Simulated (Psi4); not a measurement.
**Geometry relaxation, with input and output: P$_{2}$ (charge +1) (part 2 of 2)**

The same run, continued: P$_{2}$ (diphosphorus), charge +1, multiplicity 2; HF/def2-SVP, UHF (Psi4 1.11). The starting geometry was optimised with hf/def2-SVP.

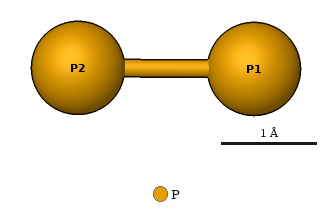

Figure 1. The geometry at step 1 of the log (ball-and-stick view, seen on its broad side; atoms are numbered from 1 in the order of the input).

**The program's output, continued**
```
   @DF-UHF iter   0:  -680.86672722203389   -6.80867e+02   3.46686e-04
   @DF-UHF iter   1:  -680.87191099849190   -5.18378e-03   3.40123e-05 DIIS
   @DF-UHF iter   2:  -680.87191222109766   -1.22261e-06   9.60162e-06 DIIS
   @DF-UHF iter   3:  -680.87191229860821   -7.75105e-08   1.85330e-06 DIIS
   @DF-UHF iter   4:  -680.87191230574751   -7.13931e-09   6.14829e-07 DIIS
   @DF-UHF iter   5:  -680.87191230678229   -1.03478e-09   1.72297e-07 DIIS
   @DF-UHF iter   6:  -680.87191230687461   -9.23137e-11   2.29844e-08 DIIS
   @DF-UHF iter   7:  -680.87191230687563   -1.02318e-12   4.92106e-09 DIIS
  Energy and wave function converged.

  ==> Post-Iterations <==

   @Spin Contamination Metric:   3.144529017E-02
   @S^2 Expected:                7.500000000E-01
   @S^2 Observed:                7.814452902E-01
   @S   Expected:                5.000000000E-01
   @S   Observed:                5.000000000E-01

    Final Occupation by Irrep:
              A
    DOCC [    14 ]
    SOCC [     1 ]
    NA   [    15 ]
    NB   [    14 ]

  @DF-UHF Final Energy:  -680.87191230687563

   => Energetics <=

    Nuclear Repulsion Energy =             63.9693670419541007
    One-Electron Energy =               -1061.1883645967627672
    Two-Electron Energy =                 316.3470852479330802
    Total Energy =                       -680.8719123068756289

  UHF NO Occupations:
  HONO-2 :   13  A 1.9977930
  HONO-1 :   14  A 1.9865949
  HONO-0 :   15  A 1.0000000
  LUNO+0 :   16  A 0.0134051
  LUNO+1 :   17  A 0.0022070
  LUNO+2 :   18  A 0.0001004
  LUNO+3 :   19  A 0.0001004

Computation Completed

Properties will be evaluated at   0.000000,   0.000000,   0.000000 [a0]

Properties computed using the SCF density matrix

 Multipole Moments:

 ------------------------------------------------------------------------------------
     Multipole            Electronic (a.u.)      Nuclear  (a.u.)        Total (a.u.)
 ------------------------------------------------------------------------------------

 L = 1.  Multiply by 2.5417464519 to convert [e a0] to [Debye]
 Dipole X            :         -0.0000000            0.0000000           -0.0000000
 Dipole Y            :          0.0000000            0.0000000            0.0000000
 Dipole Z            :          0.0000000            0.0000000            0.0000000
 Magnitude           :                                                    0.0000000

 ------------------------------------------------------------------------------------

	total time  =          0 seconds =       0.00 minutes

         ------------------------------------------------------------
                                   SCF GRAD
         ------------------------------------------------------------

  ==> Geometry <==

    Molecular point group: c1
    Full point group: D_inf_h

    Geometry (in Bohr), charge = 1, multiplicity = 2:

       Center              X                  Y                   Z               Mass
    ------------   -----------------  -----------------  -----------------  -----------------
         P            0.000000000000     0.000000000000    -1.758654262222    30.973761998420
         P            0.000000000000     0.000000000000     1.758654262222    30.973761998420

  Nuclear repulsion =   63.969367041954101

   => Auxiliary Basis Set <=

  Basis Set: (DEF2-SVP AUX)
    Blend: DEF2-UNIVERSAL-JKFIT
    Number of shells: 76
    Number of basis functions: 256
    Number of Cartesian functions: 310
    Spherical Harmonics?: true
    Max angular momentum: 4

  -Total Gradient:
     Atom            X                  Y                   Z
    ------   -----------------  -----------------  -----------------
       1       -0.000000000000     0.000000000000     0.001225398676
       2        0.000000000000    -0.000000000000    -0.001225398676

	total time  =          0 seconds =       0.00 minutes

    			-----------------------------------------

    			 OPTKING 3.0: for geometry optimizations

    			        with contributions from

    			-----------------------------------------

	                            ===> Fragment 1 <==

	 Z (Atomic Numbers)          Masses                          Geom
	      15.000000            30.973762          0.00000000  0.00000000 -1.75865426
	      15.000000            30.973762          0.00000000  0.00000000  1.75865426

	 - Coordinate -           - BOHR/RAD -       - ANG/DEG -
	 R(1,2)           =         3.517309           1.861280

	        --- Internal Coordinate Step in ANG or DEG, aJ/ANG or AJ/DEG ---
	-------------------------------------------------------------------------------
	           Coordinate      Previous         Force          Change          New
	           ----------      --------        ------          ------        ------
	               R(1,2)       1.86128        0.01010        0.00145       1.86273
	-------------------------------------------------------------------------------

	                                 ==> Convergence Check <==

	Measures of convergence in internal coordinates in au.

	Criteria marked as inactive (o), active & met (*), and active & unmet ( ).

	----------------------------------------------------------------------------------------------
	   Step    Total Energy     Delta E     Max Force     RMS Force      Max Disp      RMS Disp
	----------------------------------------------------------------------------------------------
	  Convergence Criteria     1.00e-06 *    3.00e-04 *             o    1.20e-03 *             o
	----------------------------------------------------------------------------------------------
	     2    -680.87191231   -2.98e-05      1.23e-03      1.23e-03 o    2.74e-03      2.74e-03 o  ~
	----------------------------------------------------------------------------------------------

Next Geometry in Ang
	Fragment 1 (Ang)

	    P   0.0000000000   0.0000000000  -0.9313656868
	    P   0.0000000000   0.0000000000   0.9313656868

    Structure for next step:
    Molecular point group: c1
    Full point group: D_inf_h

    Geometry (in Bohr), charge = 1, multiplicity = 2:

    P            0.000000000000     0.000000000000    -1.760026070610
    P            0.000000000000     0.000000000000     1.760026070610

gradient() will perform analytic gradient computation.

  ==> Geometry <==

    Molecular point group: c1
    Full point group: D_inf_h

    Geometry (in Bohr), charge = 1, multiplicity = 2:

       Center              X                  Y                   Z               Mass
    ------------   -----------------  -----------------  -----------------  -----------------
         P            0.000000000000     0.000000000000    -1.760026070610    30.973761998420
         P            0.000000000000     0.000000000000     1.760026070610    30.973761998420

  Running in c1 symmetry.

  Rotational constants: A = ************  B =      0.31371  C =      0.31371 [cm^-1]
  Rotational constants: A = ************  B =   9404.86962  C =   9404.86962 [MHz]
  Nuclear repulsion =   63.919507715581588

  Charge       = 1
  Multiplicity = 2
  Electrons    = 29
  Nalpha       = 15
  Nbeta        = 14

   => Auxiliary Basis Set <=

  Basis Set: (DEF2-SVP AUX)
    Blend: DEF2-UNIVERSAL-JKFIT
    Number of shells: 76
    Number of basis functions: 256
    Number of Cartesian functions: 310
    Spherical Harmonics?: true
    Max angular momentum: 4

  Minimum eigenvalue in the overlap matrix is 1.4578939098E-02.
  Reciprocal condition number of the overlap matrix is 4.3673867203E-03.
    Using symmetric orthogonalization.

  ==> Iterations <==

                           Total Energy        Delta E     RMS |[F,P]|

   @DF-UHF iter   0:  -680.87036054625969   -6.80870e+02   1.03393e-04
   @DF-UHF iter   1:  -680.87191389311897   -1.55335e-03   1.01902e-05 DIIS
   @DF-UHF iter   2:  -680.87191400288521   -1.09766e-07   2.87625e-06 DIIS
   @DF-UHF iter   3:  -680.87191400984420   -6.95900e-09   5.55926e-07 DIIS
   @DF-UHF iter   4:  -680.87191401048756   -6.43354e-10   1.84723e-07 DIIS
   @DF-UHF iter   5:  -680.87191401058033   -9.27685e-11   5.17779e-08 DIIS
   @DF-UHF iter   6:  -680.87191401058953   -9.20863e-12   6.89231e-09 DIIS
  Energy and wave function converged.

  ==> Post-Iterations <==

   @Spin Contamination Metric:   3.148638593E-02
   @S^2 Expected:                7.500000000E-01
   @S^2 Observed:                7.814863859E-01
   @S   Expected:                5.000000000E-01
   @S   Observed:                5.000000000E-01

    Orbital Energies [Eh]
    ---------------------

    Alpha Occupied:

       1A    -80.263027     2A    -80.262848     3A     -7.833115
       4A     -7.832281     5A     -5.739889     6A     -5.737064
       7A     -5.725065     8A     -5.725065     9A     -5.724754
      10A     -5.724754    11A     -1.226274    12A     -0.917462
      13A     -0.741291    14A     -0.648792    15A     -0.648792

    Alpha Virtual:

      16A     -0.234725    17A     -0.234725    18A     -0.018989
      19A      0.071228    20A      0.213177    21A      0.272062
      22A      0.282597    23A      0.282597    24A      0.422348
      25A      0.422348    26A      0.494110    27A      0.494110
      28A      0.539020    29A      0.539020    30A      0.575568
      31A      0.575568    32A      0.611087    33A      0.771555
      34A      0.822602    35A      0.822602    36A      1.223560

    Beta Occupied:

       1A    -80.258252     2A    -80.258070     3A     -7.827877
       4A     -7.827264     5A     -5.722593     6A     -5.722593
       7A     -5.722335     8A     -5.722335     9A     -5.715890
      10A     -5.713225    11A     -1.161131    12A     -0.803617
      13A     -0.644549    14A     -0.644549

    Beta Virtual:

      15A     -0.344474    16A     -0.217349    17A     -0.217349
      18A      0.032705    19A      0.102823    20A      0.235494
      21A      0.326193    22A      0.331575    23A      0.331575
      24A      0.425423    25A      0.425423    26A      0.509902
      27A      0.509902    28A      0.541653    29A      0.541653
      30A      0.578437    31A      0.578437    32A      0.655517
      33A      0.812815    34A      0.855500    35A      0.855500
      36A      1.260917

    Final Occupation by Irrep:
              A
    DOCC [    14 ]
    SOCC [     1 ]
    NA   [    15 ]
    NB   [    14 ]

  @DF-UHF Final Energy:  -680.87191401058953

   => Energetics <=

    Nuclear Repulsion Energy =             63.9195077155815881
    One-Electron Energy =               -1061.0880926201214152
    Two-Electron Energy =                 316.2966708939503064
    Total Energy =                       -680.8719140105895349

  UHF NO Occupations:
  HONO-2 :   13  A 1.9977910
  HONO-1 :   14  A 1.9865767
  HONO-0 :   15  A 1.0000000
  LUNO+0 :   16  A 0.0134233
  LUNO+1 :   17  A 0.0022090
  LUNO+2 :   18  A 0.0001007
  LUNO+3 :   19  A 0.0001007

Computation Completed

Properties will be evaluated at   0.000000,   0.000000,   0.000000 [a0]

Properties computed using the SCF density matrix

 Multipole Moments:

 ------------------------------------------------------------------------------------
     Multipole            Electronic (a.u.)      Nuclear  (a.u.)        Total (a.u.)
 ------------------------------------------------------------------------------------

 L = 1.  Multiply by 2.5417464519 to convert [e a0] to [Debye]
 Dipole X            :          0.0000000            0.0000000            0.0000000
 Dipole Y            :          0.0000000            0.0000000            0.0000000
 Dipole Z            :         -0.0000002            0.0000000           -0.0000002
 Magnitude           :                                                    0.0000002

 ------------------------------------------------------------------------------------

	total time  =          0 seconds =       0.00 minutes

         ------------------------------------------------------------
                                   SCF GRAD
         ------------------------------------------------------------

  ==> Geometry <==

    Molecular point group: c1
    Full point group: D_inf_h

    Geometry (in Bohr), charge = 1, multiplicity = 2:

       Center              X                  Y                   Z               Mass
    ------------   -----------------  -----------------  -----------------  -----------------
         P            0.000000000000     0.000000000000    -1.760026070610    30.973761998420
         P            0.000000000000     0.000000000000     1.760026070610    30.973761998420

  Nuclear repulsion =   63.919507715581588

   => Auxiliary Basis Set <=

  Basis Set: (DEF2-SVP AUX)
    Blend: DEF2-UNIVERSAL-JKFIT
    Number of shells: 76
    Number of basis functions: 256
    Number of Cartesian functions: 310
    Spherical Harmonics?: true
    Max angular momentum: 4

  -Total Gradient:
     Atom            X                  Y                   Z
    ------   -----------------  -----------------  -----------------
       1       -0.000000000000    -0.000000000000     0.000017640672
       2        0.000000000000     0.000000000000    -0.000017640672

	total time  =          1 seconds =       0.02 minutes

    			-----------------------------------------

    			 OPTKING 3.0: for geometry optimizations

    			        with contributions from

    			-----------------------------------------

	                            ===> Fragment 1 <==

	 Z (Atomic Numbers)          Masses                          Geom
	      15.000000            30.973762          0.00000000  0.00000000 -1.76002607
	      15.000000            30.973762          0.00000000  0.00000000  1.76002607

	 - Coordinate -           - BOHR/RAD -       - ANG/DEG -
	 R(1,2)           =         3.520052           1.862731

	        --- Internal Coordinate Step in ANG or DEG, aJ/ANG or AJ/DEG ---
	-------------------------------------------------------------------------------
	           Coordinate      Previous         Force          Change          New
	           ----------      --------        ------          ------        ------
	               R(1,2)       1.86273        0.00015        0.00002       1.86275
	-------------------------------------------------------------------------------

	                                 ==> Convergence Check <==

	Measures of convergence in internal coordinates in au.

	Criteria marked as inactive (o), active & met (*), and active & unmet ( ).

	----------------------------------------------------------------------------------------------
	   Step    Total Energy     Delta E     Max Force     RMS Force      Max Disp      RMS Disp
	----------------------------------------------------------------------------------------------
	  Convergence Criteria     1.00e-06 *    3.00e-04 *             o    1.20e-03 *             o
	----------------------------------------------------------------------------------------------
	     3    -680.87191401   -1.70e-06      1.76e-05 *    1.76e-05 o    3.96e-05 *    3.96e-05 o  ~
	----------------------------------------------------------------------------------------------

Next Geometry in Ang
	Fragment 1 (Ang)

	    P   0.0000000000   0.0000000000  -0.9313761720
	    P   0.0000000000   0.0000000000   0.9313761720

    Final optimized geometry and variables:
    Molecular point group: c1
    Full point group: D_inf_h

    Geometry (in Bohr), charge = 1, multiplicity = 2:

    P            0.000000000000     0.000000000000    -1.760026070610
    P            0.000000000000     0.000000000000     1.760026070610

    Psi4 run time: 0:00:01.28

[set-up sections that repeat, and orbital energies of the middle runs, are left out above]
```

**Standard output**
```
Optimizer: Optimization complete!
```

**Trajectory as extended XYZ (Å, eV, eV/Å), 3 frames, from step=0 to step=2**
```
2
Properties=species:S:1:pos:R:3:forces:R:3 step=0 energy=-18527.46778
P     0.0000    0.0000    0.0185    0.0000   0.0000  -0.2731
P     0.0000    0.0000    1.8749    0.0000   0.0000   0.2731
2
Properties=species:S:1:pos:R:3:forces:R:3 step=1 energy=-18527.46859
P     0.0000    0.0000    0.0161    0.0000   0.0000  -0.0630
P     0.0000    0.0000    1.8773    0.0000   0.0000   0.0630
2
Properties=species:S:1:pos:R:3:forces:R:3 step=2 energy=-18527.46864
P     0.0000    0.0000    0.0153    0.0000   0.0000  -0.0009
P     0.0000    0.0000    1.8781    0.0000   0.0000   0.0009
```

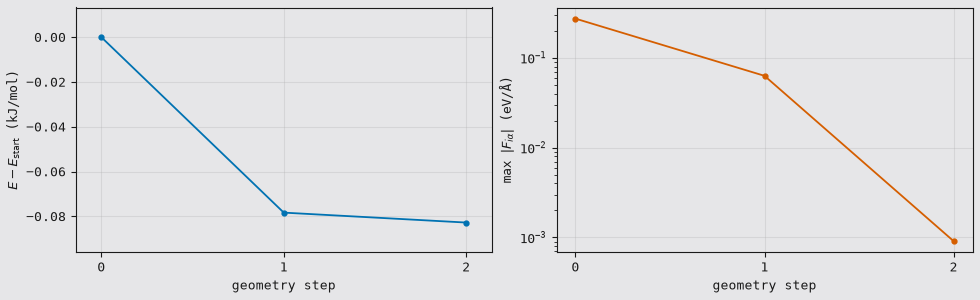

Figure 2. Progress of the relaxation, step by step (steps are counted from 0). After 2 geometry steps the energy has fallen by 0.08 kJ/mol. The largest force component goes from 0.27 to 0.00091 eV/Å. No atom moves by more than 0.005 Å after the best rigid fit. Distances before and after: P1–P2 1.856 → 1.863 Å. (Atoms are counted from 1 in the order of the input.)

The run was set up as follows.

**The input (job.dat)**
```
memory 1600 mb

molecule mol {
  1 2
  P      0.00000000     0.00000000     0.03492403
  P      0.00000000     0.00000000     3.54308342
  units au
  symmetry c1
}

set basis def2-SVP
set reference uhf

result, w = optimize('scf', return_wfn=True)
```

Command:
```bash
psi4 job.dat job.out -n 1
```

**Key numbers**

- outcome: converged
- total energy: −680.871914 hartree
- ⟨S²⟩: 0.781
- hardware: 1 thread of Intel Xeon (Granite Rapids), 12 GiB of memory available, shared host
- wall time: 2.2 s
- peak memory: 0.22 GiB
